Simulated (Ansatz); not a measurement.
FGaH3 (doublet)

Input

```
crystal:
  periodic: [false, false, false]
  atoms:
    - {symbol: Ga, position_ang: [0.267641, 0.005684, 0.041026]}
    - {symbol: F, position_ang: [0.040087, -0.067121, 1.783068]}
    - {symbol: H, position_ang: [1.702733, 0.061336, -0.511790]}
    - {symbol: H, position_ang: [-1.026254, 0.830691, -0.625143]}
    - {symbol: H, position_ang: [-0.984207, -0.830590, -0.687151]}
basis:
  gaussian: {orbitals: def2-TZVPD, initial_orbitals: start.molden}
magnetization: {spin_polarized: true, initial_magnetization: 1}
hamiltonian: {xc: pbe0, dispersion: d4}
scf: {omitted_lower_state_checks: [starts]}
output: {orbitals: {seedname: orbitals}}
```

Command:

```sh
ansatz run in.yaml --threads 4 --pin off --events-out ev --progress --plain --max-ram 3916MiB
```

Geometry: r2SCAN-D4/def2-TZVPD.

All numbers below come from Ansatz, UKS PBE0-D4/def2-TZVPD.

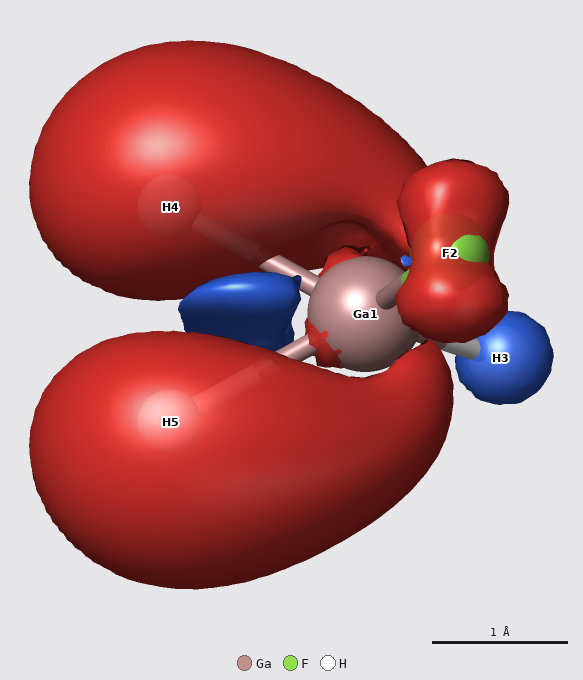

Figure 1. Isosurfaces of the spin density (α minus β) at +0.015 (red) and −0.015 e/Å³ (blue), seen from one side.

Q: Which atoms carry the spin?

A: The unpaired spin (1 electron) lies mostly on H4 (about 0.3), H5 (about 0.3) and Ga1 (about 0.3), in electrons by Hirshfeld's partition.

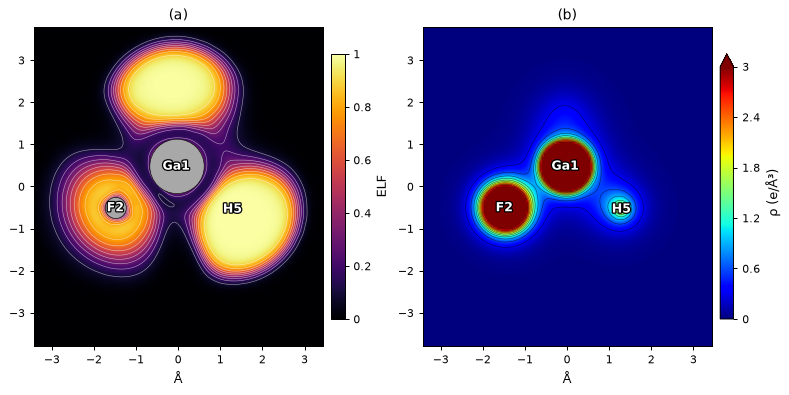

Figure 2. (a) electron localisation function; (b) total electron density on the plane of atoms F2, Ga1 and H5. Grey discs cover the atomic cores in the ELF map.

Q: What does the map show?

A:
- Atoms in the plane: Ga, F and H.
- Ga–F (1.76 Å): the density is about 0.89 e/Å³ at the midpoint; the ELF peaks at about 0.80 in the valence shell of F, 0.5 Å from its nucleus, and is about 0.20 at the midpoint.
- The ELF also peaks beside F2, away from the bonds: non-bonding electrons, paired or unpaired.

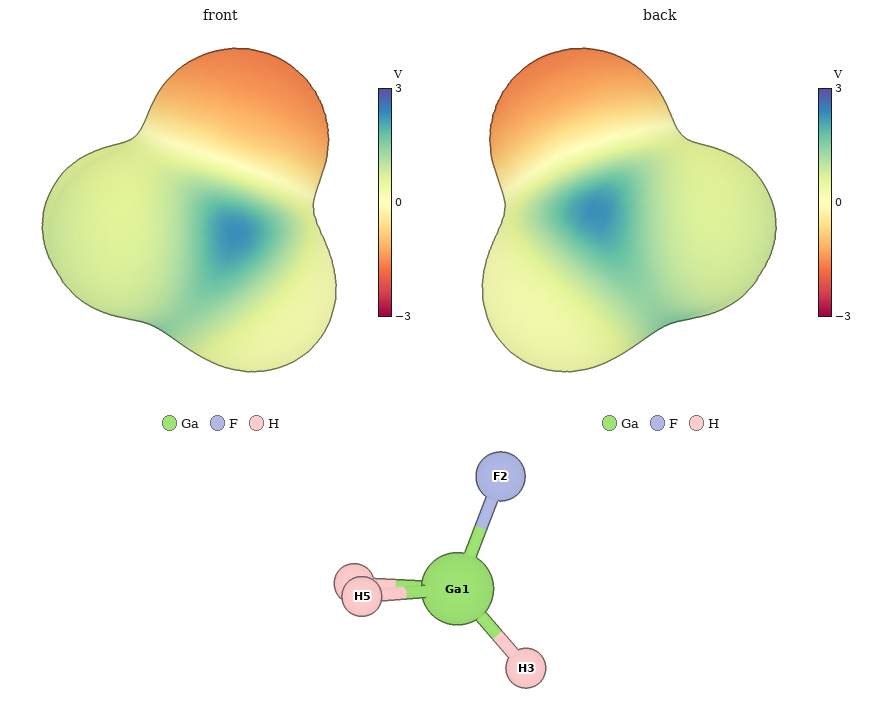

Figure 3. The molecular electrostatic potential painted on the density surface at 0.002 e/bohr³, seen from the front and from behind; red is negative and blue positive. The bare structure is drawn below in the same view.

Q: Which sites attract a positive test charge, and which a negative one?

A: A positive charge is drawn to the negative regions and a negative charge to the positive ones. The most negative region (about −1.6 V, or −37 kcal/mol for a unit charge) lies over F2, the most positive (about +2.3 V, or +53 kcal/mol for a unit charge) over Ga1.
